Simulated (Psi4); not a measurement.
# SiSe (SMILES [Si][Se]): a chain of runs

Aim: a geometry optimisation (HF-3c/MINIX), then the harmonic vibrations (HF-3c/MINIX), then a single-point energy (FNO-CCSD(T)/cc-pVTZ) of SiSe. 

Program for the calculation: Psi4 1.11.

## (1) The structure to begin with

SiSe has 2 atoms, charge 0, and is taken as a singlet. SMILES: `[Si][Se]`. The shape is that of a PBE0-D4/def2-TZVP optimisation. The run starts from this shape.

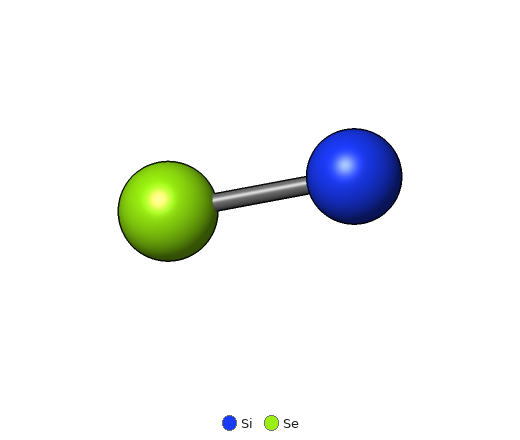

The structure, seen from a chosen angle (silicon blue, selenium green).

## (2) A geometry optimisation at HF-3c/MINIX (density fitting) (run 1)

sesi.xyz

```xyz
2
SeSi
Si     0.000000     0.000000     0.031440
Se     0.000000     0.000000     2.093090
```

job.py

```python
import psi4

psi4.set_memory(1600000000)
psi4.set_num_threads(1)
psi4.set_output_file('sesi.out', False)

with open('sesi.xyz') as f:
    atoms = ''.join(f.readlines()[2:])
mol = psi4.geometry('0 1\n' + atoms + '')

psi4.set_options({
    'geom_maxiter': 60,
})

energy_value = psi4.optimize('hf-3c')
print('E =', round(energy_value, 9))
mol.save_xyz_file('final.xyz', False)
for k, v in sorted(psi4.core.scalar_variables().items()):
    print(f'{k:45s} {v:18.10f}')
```

Run with:

```sh
$ python job.py
```

sesi.out:

```text
[...]
  Running in c2v symmetry.
[...]
  Nuclear repulsion =  122.178038114578129
[...]
  Multiplicity = 1
[...]
  Nalpha       = 24
  Nbeta        = 24
[...]
    Number of basis functions: 46
[...]
   @DF-RHF iter   1: -2686.32679376498982   -2.87566e+00   6.20876e-02 DIIS/ADIIS
[...]
   @DF-RHF iter   8: -2686.99742928300930   -1.81899e-12   1.84181e-09 DIIS
[...]
  @DF-RHF Final Energy: -2686.99742928300930
   => Energetics <=
    Nuclear Repulsion Energy =            123.5001575507255325
    One-Electron Energy =               -3990.7996644581653527
    Two-Electron Energy =                1180.3095160104671777
    Total Energy =                      -2686.9974292830092963
[...]
 Multipole Moments:
 ------------------------------------------------------------------------------------
     Multipole            Electronic (a.u.)      Nuclear  (a.u.)        Total (a.u.)
 ------------------------------------------------------------------------------------
 L = 1.  Multiply by 2.5417464519 to convert [e a0] to [Debye]
 Dipole X            :          0.0000000            0.0000000            0.0000000
 Dipole Y            :          0.0000000            0.0000000            0.0000000
 Dipole Z            :          4.9771607           -5.9876903           -1.0105296
 Magnitude           :                                                    1.0105296
[...]
  -Total Gradient:
     Atom            X                  Y                   Z
    ------   -----------------  -----------------  -----------------
       1        0.000000000000     0.000000000000    -0.000085859326
       2        0.000000000000    -0.000000000000     0.000085859340
[...]
```

The script printed:

```text
Optimizer: Optimization complete!
E = -2686.997429283
CURRENT ENERGY                                  -2686.9974292830
CURRENT REFERENCE ENERGY                        -2686.9974292830
DD SOLVATION ENERGY                                 0.0000000000
DISPERSION CORRECTION ENERGY                       -0.0081056188
HF KINETIC ENERGY                                2686.5235978600
HF POTENTIAL ENERGY                             -5373.5210271430
HF TOTAL ENERGY                                 -2686.9899908970
HF VIRIAL RATIO                                     2.0001763734
HF3C DISPERSION CORRECTION ENERGY                  -0.0081056188
NUCLEAR REPULSION ENERGY                          123.5001575507
ONE-ELECTRON ENERGY                             -3990.7996644582
OPTIMIZATION ITERATIONS                             3.0000000000
PCM POLARIZATION ENERGY                             0.0000000000
PE ENERGY                                           0.0000000000
SCF ITERATION ENERGY                            -2686.9974292830
SCF ITERATIONS                                      8.0000000000
SCF TOTAL ENERGY                                -2686.9974292830
TWO-ELECTRON ENERGY                              1180.3095160105
```

It took 3.9 s on 1 thread of Intel Xeon 6975P-C (Granite Rapids), shared host; peak memory 0.24 GiB.

The path in brief:

| step | energy from the first frame kept (eV) | largest force (eV/Å) |
| --- | --- | --- |
| 0 | 0.0000 | 0.6947 |
| 1 | -0.0077 | 0.0962 |
| 2 | -0.0078 | 0.0044 |

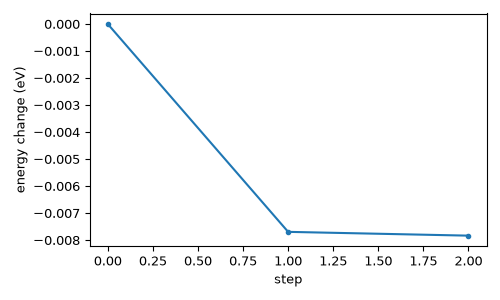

Energy along the run.

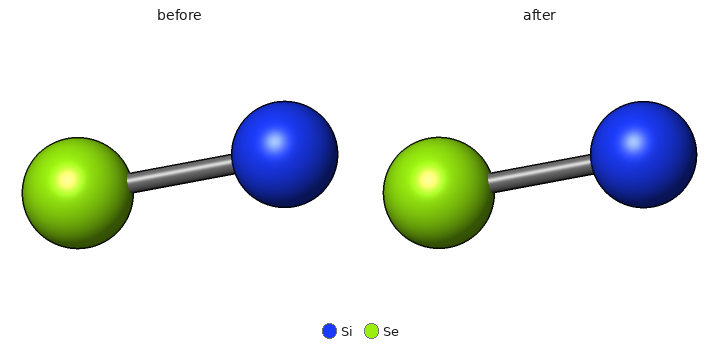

Before and after, at one scale.

After the run. Bond lengths: Si1–Se2 2.040 Å.

## (3) The harmonic vibrations at HF-3c/MINIX (run 2)

sesi.xyz

```xyz
2
SeSi
Si     0.000000     0.000000     0.047788
Se     0.000000     0.000000     2.087367
```

job.py

```python
import psi4

psi4.set_memory('1600 MB')
psi4.set_num_threads(1)
psi4.set_output_file('output.dat', False)

with open('sesi.xyz') as f:
    atoms = ''.join(f.readlines()[2:])
mol = psi4.geometry('0 1\n' + atoms + 'symmetry c1')

psi4.set_options({
    'reference': 'rks',
    't': 400.0,
    'rotational_symmetry_number': 1,
    'scf_type': 'pk',
})

E, wfn = psi4.frequencies('hf-3c', return_wfn=True)
print(f'total energy {E:.8f} hartree = {E * 27.211386:.5f} eV')
print('wavenumbers / cm^-1:', wfn.frequencies().np.round(1))
for k in ('ZPVE', 'ENTHALPY', 'GIBBS FREE ENERGY'):
    print(f'{k}: {psi4.variable(k):.8f} Eh')
for k, v in sorted(psi4.core.scalar_variables().items()):
    print(f'{k:45s} {v:18.10f}')
```

Run with:

```sh
$ python job.py
```

output.dat:

```text
[...]
  Running in c1 symmetry.
[...]
  Nuclear repulsion =  123.500169534457839
[...]
  Multiplicity = 1
[...]
  Nalpha       = 24
  Nbeta        = 24
[...]
    Number of basis functions: 46
[...]
   @RKS iter   1: -2686.33700133008278   -2.85358e+00   3.56430e-02 ADIIS/DIIS
[...]
  -Total Gradient:
     Atom            X                  Y                   Z
    ------   -----------------  -----------------  -----------------
       1       -0.000000000005     0.000000000016    -0.000088594523
       2        0.000000000005    -0.000000000016     0.000088594455
[...]
   @RKS iter  11: -2686.99754626259073   -4.09273e-12   2.67221e-09 DIIS
[...]
  @RKS Final Energy: -2686.99754626259073
   => Energetics <=
    Nuclear Repulsion Energy =            123.5001695344578394
    One-Electron Energy =               -3990.7999534345344728
    Two-Electron Energy =                1180.3096760233652276
    Total Energy =                      -2686.9975462625907312
[...]
  ==> Harmonic Vibrational Analysis <==
[...]
  Freq [cm^-1]                 655.2312
[...]
  IR activ [km/mol]            82.9077
[...]
  Total E_0, Enthalpy at 0 [K]                                                        -2686.99605354 [Eh]
[...]
  Total H, Enthalpy at  400.00 [K]                                                    -2686.99130763 [Eh]
[...]
  Total G, Gibbs energy at  400.00 [K]                                                -2687.02860150 [Eh]
[...]
```

The script printed:

```text
total energy -2686.99754626 hartree = -73116.92741 eV
wavenumbers / cm^-1: [655.2]
ZPVE: 0.00149273 Eh
ENTHALPY: -2686.99130763 Eh
GIBBS FREE ENERGY: -2687.02860150 Eh
CURRENT ENERGY                                  -2686.9975462626
CURRENT REFERENCE ENERGY                        -2686.9975462626
DD SOLVATION ENERGY                                 0.0000000000
DISPERSION CORRECTION ENERGY                       -0.0074383859
ENTHALPY                                        -2686.9913076315
ENTHALPY CORRECTION                                 0.0062386311
GIBBS FREE ENERGY                               -2687.0286014953
GIBBS FREE ENERGY CORRECTION                       -0.0310552327
HF KINETIC ENERGY                                2686.5237152873
HF POTENTIAL ENERGY                             -5373.5212615499
HF TOTAL ENERGY                                 -2686.9901078767
HF VIRIAL RATIO                                     2.0001763733
HF3C DISPERSION CORRECTION ENERGY                  -0.0081056190
NUCLEAR REPULSION ENERGY                          123.5001695345
ONE-ELECTRON ENERGY                             -3990.7999534345
PCM POLARIZATION ENERGY                             0.0000000000
PE ENERGY                                           0.0000000000
SCF ITERATION ENERGY                            -2686.9975462626
SCF ITERATIONS                                     11.0000000000
SCF TOTAL ENERGY                                -2686.9975462626
THERMAL ENERGY                                  -2686.9925743557
THERMAL ENERGY CORRECTION                           0.0049719069
TWO-ELECTRON ENERGY                              1180.3096760234
ZERO K ENTHALPY                                 -2686.9960535361
ZPVE                                                0.0014927265
```

Wall time 6.9 s (1 thread of Intel Xeon 6975P-C (Granite Rapids), shared host); peak memory 0.27 GiB.

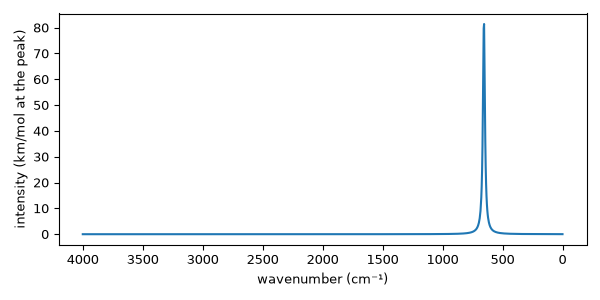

Harmonic infrared spectrum, unscaled, lines broadened by 10 cm⁻¹.

## (4) A single-point energy at FNO-CCSD(T)/cc-pVTZ (run 3)

calc.dat

```
memory 1600 MB

molecule {
  Si     0.00000000     0.00000000     0.09030623
  Se     0.00000000     0.00000000     3.94455195
  units bohr
}

set scf_type pk
set freeze_core true

energy_value = energy("fno-ccsd(t)/cc-pVTZ")
```

Run with:

```sh
$ psi4 -i calc.dat -o calc.out -n 1
```

calc.out:

```text
[...]
  Running in c2v symmetry.
[...]
  Nuclear repulsion =  123.500169574035354
[...]
  Multiplicity = 1
[...]
  Nalpha       = 24
  Nbeta        = 24
[...]
    Number of basis functions: 77
[...]
   @RHF iter   1: -2688.28137605400070   -2.78039e+00   3.42342e-02 DIIS/ADIIS
[...]
   @RHF iter  12: -2688.84712590413392   -1.36424e-12   2.42678e-09 DIIS
[...]
  @RHF Final Energy: -2688.84712590413392
   => Energetics <=
    Nuclear Repulsion Energy =            123.5001695740353540
    One-Electron Energy =               -3992.0337907275074940
    Two-Electron Energy =                1179.6864952493381224
    Total Energy =                      -2688.8471259041343728
[...]
 Multipole Moments:
 ------------------------------------------------------------------------------------
     Multipole            Electronic (a.u.)      Nuclear  (a.u.)        Total (a.u.)
 ------------------------------------------------------------------------------------
 L = 1.  Multiply by 2.5417464519 to convert [e a0] to [Debye]
 Dipole X            :          0.0000000            0.0000000            0.0000000
 Dipole Y            :          0.0000000            0.0000000            0.0000000
 Dipole Z            :          5.2326538           -5.9876897           -0.7550359
 Magnitude           :                                                    0.7550359
[...]
      * MP2 total energy:                  -2689.150780228514
[...]
      * MP2 total energy:                  -2689.150780228514
[...]
      * MP3 total energy:                  -2689.163523274543
[...]
      * CCSD total energy:                 -2689.166258660004
[...]
      * CCSD(T) total energy               -2689.184927703125
[...]
```

Wall time 25 s (1 thread of Intel Xeon 6975P-C (Granite Rapids), shared host); peak memory 1.1 GiB.

## (5) Results

| quantity | value |
| --- | --- |
| run 1, HF-3c/MINIX: total energy at the end | -2686.99743 Eh |
| run 1, HF-3c/MINIX: dipole moment | 2.57 D |
| run 1, HF-3c/MINIX: HOMO energy | -9.74 eV |
| run 1, HF-3c/MINIX: LUMO energy | 1.77 eV |
| run 1, HF-3c/MINIX: HOMO–LUMO gap | 11.51 eV |
| run 1, HF-3c/MINIX: bond length | 2.040 Å |
| run 2, HF-3c/MINIX: total energy | -2686.99755 Eh |
| run 2, HF-3c/MINIX: harmonic wavenumber | 655 cm⁻¹ |
| run 2, HF-3c/MINIX: zero-point energy | 3.9 kJ/mol |
| run 2, HF-3c/MINIX: ideal-gas entropy at 400 K (symmetry number 1 as used) | 58.5 cal/(mol K) |
| run 3, FNO-CCSD(T)/cc-pVTZ: total energy | -2689.18493 Eh |
| run 3, FNO-CCSD(T)/cc-pVTZ: HOMO energy (Hartree–Fock orbitals) | -10.03 eV |
| run 3, FNO-CCSD(T)/cc-pVTZ: LUMO energy (Hartree–Fock orbitals) | 0.61 eV |
| run 3, FNO-CCSD(T)/cc-pVTZ: HOMO–LUMO gap (Hartree–Fock orbitals) | 10.63 eV |
| run 3, FNO-CCSD(T)/cc-pVTZ: correlation energy (14 core orbitals frozen) | -337.8 mEh |
| run 3, FNO-CCSD(T)/cc-pVTZ: (T) correction | -18.67 mEh |
| run 3, FNO-CCSD(T)/cc-pVTZ: T1 diagnostic | 0.017 |

What this shows: The optimisation (run 1, HF-3c/MINIX) took 3 steps and changed the energy by -0.008 eV. The one mode (run 2, HF-3c/MINIX) is real, so the shape is a minimum at this level. The triples (run 3, FNO-CCSD(T)/cc-pVTZ) make up 5.5 % of the correlation energy.
